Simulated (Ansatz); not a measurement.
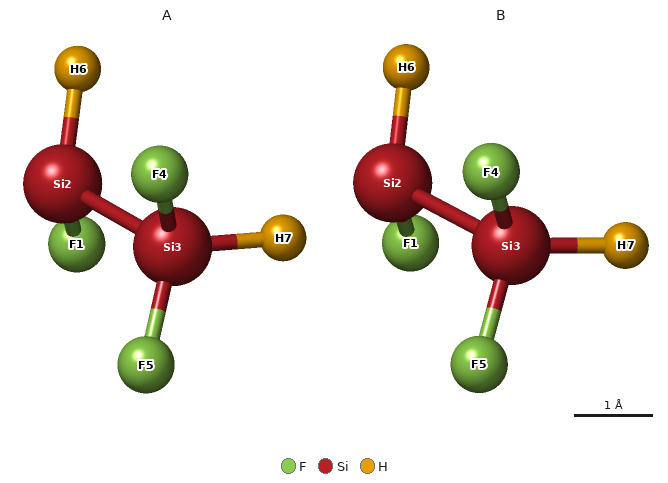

Two geometries of Si2H2F3 (multiplicity 2) (coarse preliminary run), drawn at one scale. One is the start of a relaxation, the other its converged end. Style: ball-and-stick. Shown from a free direction.

Theory: UKS PBE-D4/def2-SVP in Ansatz 0.2.0. (force threshold 0.03 eV/Å; at most 200 steps)

Which geometry has the lower energy?

Answer. Structure B is the relaxed one. The start comes from a force field. The atom that moves furthest after the best rigid fit is H7 (0.17 Å). By element the largest moves are H 0.17 Å, F 0.12 Å, Si 0.06 Å. Near-neighbour distances that change, for instance: F1–Si2 1.550 → 1.649 Å, Si3–F4 1.712 → 1.635 Å, Si2–Si3 2.298 → 2.355 Å, Si3–H7 1.471 → 1.500 Å. Bond angles that change, for instance: Si2–Si3–H7 113.0° → 119.9°, Si2–Si3–F4 109.7° → 104.1°, Si2–Si3–F5 111.9° → 108.8°. Over 4 accepted moves (5 points after the start) the energy falls by 0.339 eV. Largest force component: 3.7 eV/Å at the start, 0.018 eV/Å at the end. The line search rejected the trial step at point 4 of the run.
